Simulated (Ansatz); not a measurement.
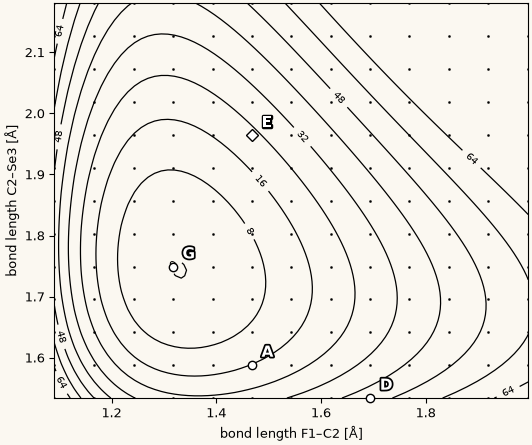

CHFSe, SMILES FC=[Se]. 
- Coordinates scanned: (1) bond length F1–C2; (2) bond length C2–Se3.
- Nothing is relaxed (all other coordinates rigid).
- The scan uses a 13 × 13 grid.
- Points are written as (first, second).
- All energies are given in kcal/mol relative to the lowest grid point.
- The reference is spin-restricted, which grows unreliable where a bond is stretched far.
- Computed with Ansatz, RKS B3LYP-D4/def2-TZVP.

The picture shows contour lines labelled in kcal/mol (none above 64), dots at the grid points, lettered points. Between grid points the surface is interpolated.

Q: Is E the lowest point of the computed grid?

A: No. E lies 22 kcal/mol above the lowest grid point, which is at (1.317 Å, 1.749 Å).

Q: What kind of point is each of A, E, G: minimum, saddle, maximum or slope?

A: A: on a slope; E: on a slope; G: minimum. (In these two coordinates alone; a stationary point may lie a little off the grid point.)

Q: Rank the lettered points by energy, lowest first.

A: G (0 kcal/mol), A (16 kcal/mol), E (22 kcal/mol), D (44 kcal/mol).
